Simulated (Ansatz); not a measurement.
# B3LYP/def2-TZVP (core potential) run of InSiH5 (SMILES [SiH3][InH2])

Aim: the electronic atomisation energy of InSiH5 at B3LYP/def2-TZVP (core potential), from 4 runs. 

The results are computed with Ansatz 0.2.0.

37 further runs of the same task are left out: 37 set aside as unsound or not needed.

## 1. The molecule

InSiH5 has 7 atoms, charge 0, and is taken as a singlet. SMILES: `[SiH3][InH2]`. Geometry: relaxed at PBE0-D4/def2-TZVP.

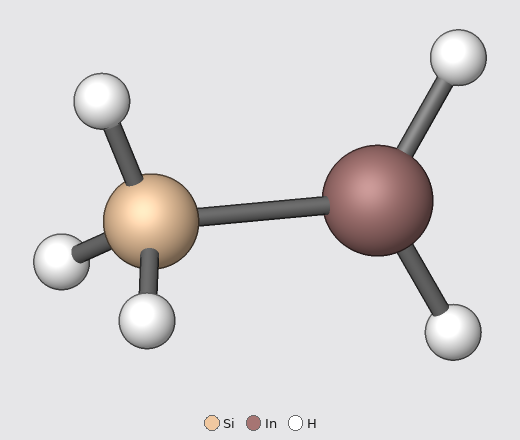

The structure, seen from a chosen angle (silicon light orange, indium brown, hydrogen white).

## 2. A single-point energy at B3LYP/def2-TZVP (core potential)

The input, run.yaml:

```yaml
crystal:
  periodic: [false, false, false]
  atoms:
    - {symbol: Si, position_ang: [-0.667100, -0.641500, -0.642100]}
    - {symbol: In, position_ang: [0.830800, 0.837600, 0.840500]}
    - {symbol: H, position_ang: [-2.119900, -0.371100, -0.463600]}
    - {symbol: H, position_ang: [-0.432000, -2.083300, -0.345900]}
    - {symbol: H, position_ang: [-0.338000, -0.425500, -2.080000]}
    - {symbol: H, position_ang: [0.179100, 2.062100, 1.872000]}
    - {symbol: H, position_ang: [2.547100, 0.621800, 0.819100]}
basis:
  gaussian: {orbitals: def2-TZVP}
total_charge: 0
hamiltonian: {xc: {name: B3LYP}}
accuracy: high
output: {orbitals: {seedname: orbitals}}
```

Command:

```sh
$ ansatz run run.yaml --threads 1 --pin off --max-ram 3480MiB --events-out events.jsonl --progress --plain --runs-dir runs
```

Standard output:

```text
Warning: RAYON_NUM_THREADS=1 ignored (pool sized by the plan → 1); use --threads N
Functional definition: B3LYP
  name "B3LYP"
  parameter a0 = 0.2
  parameter ax = 0.72
  parameter ac = 0.81
  exchange = (1 - a0 - ax)*slater_x + ax*b88_x + a0*exact_x
  correlation = (1 - ac)*vwn_rpa_c + ac*lyp_c
2299 factors; integrals over basis functions are off by at most 3.6e-9 eV
mean field evaluation 1: about -13133.8040 eV, gradient 1.9e1 eV
mean field evaluation 2: about -13134.4107 eV, gradient 1.6e1 eV
mean field evaluation 4: about -13134.9893 eV, gradient 4.4e-1 eV
mean field evaluation 8: about -13135.0321 eV, gradient 5.0e-2 eV
mean field evaluation 16: about -13135.0321 eV, gradient 9.4e-6 eV
mean field -13135.03210119 eV, -482.7035264741 hartree, gradient 4.9e-8 eV, S^2 0.000000; 0 other end points of the search recorded, 0 dependent functions left out
reference -13135.03214629 eV, -482.7035281316 hartree; 20, 20 occupied and 97, 97 virtual orbitals, 2299 factors
Total energy: -13135.03214629 eV, -482.7035281316 hartree
```

Run time: 11 s. Hardware: 1 thread of Arm Neoverse V2, shared host; peak memory 0.41 GiB.

## 3. The H atom

The input, in.yaml:

```yaml
crystal:
  periodic: [false, false, false]
  atoms:
    - {symbol: H, position_ang: [0.000000, 0.000000, 0.000000]}
basis:
  gaussian: {orbitals: def2-TZVP}
magnetization: {spin_polarized: true, initial_magnetization: 1}
hamiltonian: {xc: {name: B3LYP}}
accuracy: high
```

Run the same way, it converges to -0.50215 Eh (log not shown).

## 4. The In atom, same level

The input, job.yaml:

```yaml
basis:
  gaussian:
    orbitals: def2-TZVP
crystal:
  periodic: [false, false, false]
  atoms:
    - {symbol: In, position_ang: [0.000000, 0.000000, 0.000000]}
magnetization:
  spin_polarized: true
  initial_magnetization: 1
hamiltonian:
  xc: {name: B3LYP}
accuracy: high
```

Run the same way, it converges to -190.18665 Eh (log not shown).

## 5. The Si atom

The input, run.yaml:

```yaml
crystal:
  periodic: [false, false, false]
  atoms:
    - {symbol: Si, position_ang: [0.000000, 0.000000, 0.000000]}
basis:
  gaussian:
    orbitals: def2-TZVP
accuracy: high
hamiltonian:
  xc: {name: B3LYP}
magnetization:
  spin_polarized: true
  initial_magnetization: 2
```

Run the same way, it converges to -289.39206 Eh (log not shown).

## 6. What came out

Level: B3LYP/def2-TZVP (core potential).

| quantity | value |
| --- | --- |
| molecule: total energy | -482.70353 Eh |
| molecule: HOMO energy | -7.18 eV |
| molecule: LUMO energy | -2.41 eV |
| molecule: HOMO–LUMO gap | 4.77 eV |
| H atom: total energy | -0.50215 Eh |
| H atom: ⟨S²⟩ | 0.750 |
| In atom: total energy | -190.18665 Eh |
| In atom: ⟨S²⟩ | 0.752 |
| Si atom: total energy | -289.39206 Eh |
| Si atom: ⟨S²⟩ | 2.004 |
| electronic atomisation energy | 16.709 eV |

**Reading.** Taking the molecule apart into free atoms costs 16.71 eV (1612 kJ/mol), before zero-point energy and without spin-orbit coupling.
